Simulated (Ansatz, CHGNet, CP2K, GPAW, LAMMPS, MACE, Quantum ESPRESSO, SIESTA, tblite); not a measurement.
# Amorphous carbon (100 atoms): other programs against plane waves

Aim: forces, pressure of amorphous carbon (100 atoms) at one geometry, from other programs and methods, against plane-wave PBE.

Results are calculated, not measured.

### Step 1. The cell

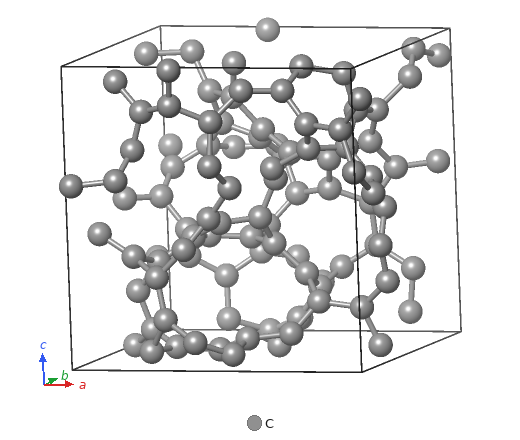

The cell (carbon grey). Bonds to atoms that aren't drawn are left out. Some periodic images of atoms are drawn too.

The cell holds 100 atoms (100 C), with edges of 10.47, 10.47 and 10.47 Å. Recipe: 100 atoms (100 C) placed at random at 1.74 g/cm³, melted at 5500 K for 10 ps at fixed volume with the LCBOP (Los and Fasolino, Phys. Rev. B 68, 024107 (2003)). Quenched from 5500 K to 300 K at 100 K/ps and fixed volume, held 5 ps. The density is 1.74 g/cm³.

### Step 2. The reference input

Quantum ESPRESSO 7.5: Kohn-Sham DFT, PBE, SSSP efficiency 1.3.0 pseudopotentials, plane waves. Its input, pw.in:

```
&control
  calculation = 'scf'
  pseudo_dir = './pseudo'
  outdir = './tmp'
  disk_io = 'none'
  tprnfor = .true.
  tstress = .true.
/
&system
  ibrav = 0
  nat = 100
  ntyp = 1
  ecutwfc = 45
  ecutrho = 360
  nosym = .true.
  occupations = 'smearing'
  smearing = 'fd'
  degauss = 0.003675
/
&electrons
  conv_thr = 5.0e-07
  electron_maxstep = 100
  mixing_beta = 0.2
  mixing_mode = 'local-TF'
  diagonalization = 'david'
/
ATOMIC_SPECIES
C 12.011 C.upf
CELL_PARAMETERS angstrom
10.46950 0.00000 0.00000
0.00000 10.46950 0.00000
0.00000 0.00000 10.46950
ATOMIC_POSITIONS crystal
C 0.46867 0.08807 0.66176
C 0.29458 0.56485 0.37092
C 0.26900 0.79303 0.20754
C 0.25985 0.93802 0.61120
[... 94 atom lines left out ...]
C 0.43704 0.74674 0.38123
C 0.27522 0.78170 0.06615
K_POINTS gamma
```

```console
$ OMP_NUM_THREADS=1 mpirun -np 2 pw.x -in pw.in > output.txt
```

The job ended after 2.6 min (2 MPI ranks of Arm Neoverse V2, shared host; peak memory 2.8 GiB).

It converged with an r.m.s. force component of 1.4 eV/Å and a pressure of -14 GPa.

### Step 3. The other programs

- CHGNet: machine-learned potential, published weights.
- CP2K 2026.2: Gaussian basis with GTH pseudopotentials and a plane-wave density; labels give functional, basis (MOLOPT sets; SR short-range, UZH the newer set with its own potentials), grid cutoff/relative cutoff and solver (OT: orbital transformation; TRS4, TC2, SIGN: linear-scaling purification with its sparsity filter), or its built-in tight binding.
- GPAW 26.7.0: PAW with atomic orbitals (LCAO), plane waves or a real-space grid of spacing h.
- MACE: machine-learned potential, published weights.
- Quantum ESPRESSO 7.5: plane waves; labels (QE) give functional, pseudopotential set and cutoffs of waves/density.
- SIESTA 5.4.2: numerical atomic orbitals, whose automatically made sets are far from complete, with PseudoDojo norm-conserving potentials that we converted to its format (checked against plane waves on the same files for H, C, O, Si, Ge and Ca alone); labels give functional, basis size, energy shift and mesh cutoff.
- tblite 0.8.0: extended tight binding, driven from Python.

All use the same cell and atoms, and the electronic-structure runs the same k-mesh.

### Step 4. All runs compared

Differences are against the reference: forces as r.m.s. over components, share as that over the reference's r.m.s. force, slope as the fitted ratio of a run's forces to the reference's.

```
                                                                    run  Δ force, r.m.s. (meV/Å)  share (%)  slope  Δ pressure (GPa)  cores  CPU time  memory (GiB)
                                                              reference                        -          -      -                 -      2   5.2 min           2.8
                                                 CHGNet 0.3.0 potential                      879       61.6  0.529             0.763      1     3.7 s           1.8
          CP2K PBE, DZVP-MOLOPT-SR, 450/20 Ry, diagonalisation (coarse)                     47.3       3.32  1.012             0.719      4   3.6 min           2.8
                   CP2K PBE, DZVP-MOLOPT-SR, 450/50 Ry, diagonalisation                     38.3       2.68  1.010             0.406      4   5.2 min           2.8
                   CP2K PBE, DZVP-MOLOPT-SR, 630/50 Ry, diagonalisation                     38.3       2.68  1.010             0.406      4     7 min           4.0
           CP2K PBE, SZV-MOLOPT-SR, 450/50 Ry, diagonalisation (coarse)                      514       36.1  1.302              5.15      1     3 min           1.8
                      CP2K PBE, TZVP-MOLOPT, 450/50 Ry, diagonalisation                     22.4       1.57  1.000             0.391      4    68 min           3.4
  CP2K TPSS, PBE potentials, DZVP-MOLOPT-SR, 450/50 Ry, diagonalisation                     62.3       4.36  1.034             0.793      4    13 min           2.9
CP2K revPBE, PBE potentials, DZVP-MOLOPT-SR, 450/50 Ry, diagonalisation                     38.0       2.66  1.013              1.15      4   5.1 min           2.8
                                            GPAW PBE, LCAO dzp, h 0.2 Å                      162       11.3  1.018                 -      2   3.3 min           1.4
                              GPAW PBE, LCAO szp(dzp), h 0.2 Å (coarse)                      407       28.5  1.019                 -      1   2.1 min          0.89
                                         GPAW revPBE, LCAO dzp, h 0.2 Å                      187       13.1  1.022                 -      2   3.2 min           1.4
                                            MACE MP-0b2 small potential                      845       59.2  0.466              4.76      1     5.3 s          0.67
                                            MACE MPA-0 medium potential                      805       56.4  0.507              3.13      1       7 s           1.2
                      QE PBE, sssp-1.3.0-efficiency, 20/160 Ry (coarse)                      344       24.1  1.045             -28.4      2     2 min          0.89
                    SIESTA PBE, DZ, shift 0.01 Ry, mesh 300 Ry (coarse)                      275       19.2  1.078              5.90      1   1.7 min          0.74
                            SIESTA PBE, DZP, shift 0.01 Ry, mesh 300 Ry                      228       16.0  1.033              4.82      2   5.2 min           1.5
                            SIESTA PBE, DZP, shift 0.02 Ry, mesh 300 Ry                      187       13.1  1.033             0.942      2   3.3 min           1.2
                    SIESTA PBE, SZ, shift 0.01 Ry, mesh 300 Ry (coarse)                      889       62.3  1.120              23.9      1      78 s          0.61
                                                        tblite GFN1-xTB                      275       19.3  1.046             -5.88      1     2.1 s          0.11
                                                        tblite GFN2-xTB                      272       19.0  1.029             -8.24      1     7.2 s          0.12
```

Rows marked coarse were listed beforehand as settings not expected to be converged; some can still land near the reference.

Times of the machine-learned potentials are mostly Python's start and the loading of weights.

Runs without a result: CP2K SCC-DFTB, diagonalisation (not converged); CP2K GFN1-xTB, diagonalisation (not converged).

CPU time is summed over cores on shared hosts, so it is rough.

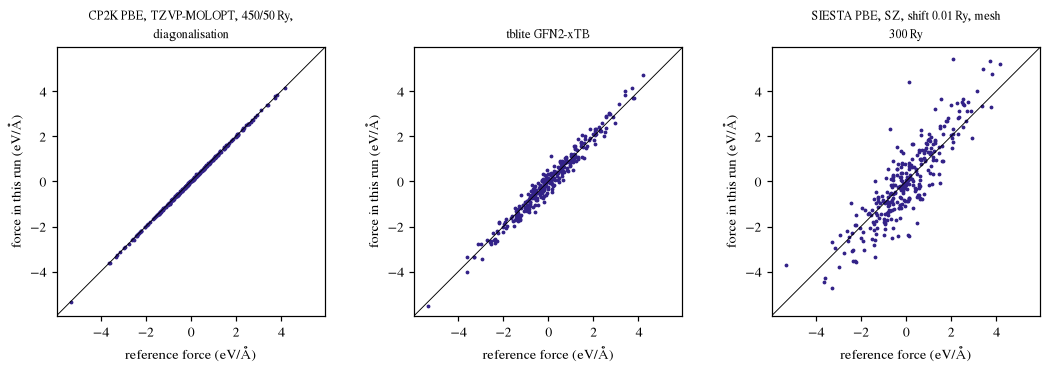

Force components against those of the reference; the line marks equality.

### Step 5. Findings

Forces lie from 1.6 % (CP2K PBE, TZVP-MOLOPT, 450/50 Ry, diagonalisation) to 62 % (SIESTA PBE, SZ, shift 0.01 Ry, mesh 300 Ry, coarse) of the reference's r.m.s. force of 1.4 eV/Å away from it. The PBE runs in local orbitals, coarse settings apart, differ by 1.6 % (CP2K PBE, TZVP-MOLOPT, 450/50 Ry, diagonalisation) to 16 % (SIESTA PBE, DZP, shift 0.01 Ry, mesh 300 Ry); basis, grid and potentials can all enter. Tight binding differs by 19 % in each run; it is another model, with fitted parameters of its own, and the xTB methods hold dispersion. Machine-learned potentials differ by 56 % (MACE MPA-0 medium potential) to 62 % (CHGNet 0.3.0 potential); they were trained on other programs' data. Among those trained on PBE data the slope goes as low as 0.47, with a correlation of 0.88, so directions differ as well as sizes.

Rows with another functional or a dispersion term differ by 2.7 % (CP2K revPBE, PBE potentials, DZVP-MOLOPT-SR, 450/50 Ry, diagonalisation) to 13 % (GPAW revPBE, LCAO dzp, h 0.2 Å), which mixes the change of model with differences of basis and potentials, some of them made for another functional. Runs with settings chosen to be coarse differ by 3.3 % (CP2K PBE, DZVP-MOLOPT-SR, 450/20 Ry, diagonalisation) to 62 % (SIESTA PBE, SZ, shift 0.01 Ry, mesh 300 Ry), their programs' other errors included. CP2K PBE, SZV-MOLOPT-SR, 450/50 Ry, diagonalisation stiffens the forces by a factor of 1.30 while following their directions (correlation 0.989); the slopes of the 7 CP2K runs lie between 1.00 and 1.30. From CP2K PBE, DZVP-MOLOPT-SR, 450/20 Ry, diagonalisation to the finer CP2K PBE, DZVP-MOLOPT-SR, 630/50 Ry, diagonalisation the share falls from 3.3 to 2.7 %. Pressures at PBE, coarse settings apart, lie +0.39 to +4.82 GPa from the reference's. A pressure off by over 25 GPa (QE PBE, sssp-1.3.0-efficiency, 20/160 Ry) is no usable stress for this cell.

Caveats: Periodic xTB results under one method name differ between programs and library versions. The reference's pressure holds the uncorrected Pulay stress of its 45 Ry basis, so small pressure differences may be the reference's own error. Machine-learned potentials mimic data converged in k, so the reference's own k-point error enters their differences. The quench rate of 100 K/ps is many orders above laboratory rates, so the cell is likely richer in defects and strain than a real sample. The network of bonds at the start is that of the classical potential that made the cell, and needn't be the one that DFT or experiment would give. The reference's stress is far from hydrostatic: its diagonal is -16.3, -10.9, -13.6 GPa, compression counted positive. The electronic-structure runs sample only Γ, in a cell whose shortest periodic width is 10 Å, which is coarse for a cell with partly filled levels. Where levels are smeared, the DFT runs use Fermi–Dirac occupations at 580 K (0.05 eV), and energies are free energies. The reference's cutoffs and mesh weren't converged further here.

[Logs are printed without paths, hosts, clocks, repeated set-up lines and the standing remarks that a program may print on its own settings, such as how far it seeks lower states.]

[Hosts, paths, dates, database ids (printed as entryN), source tags and the programs' standing remarks are cut or masked in the printed files.]

[Cells were taken only where this reference lay near another plane-wave run.]
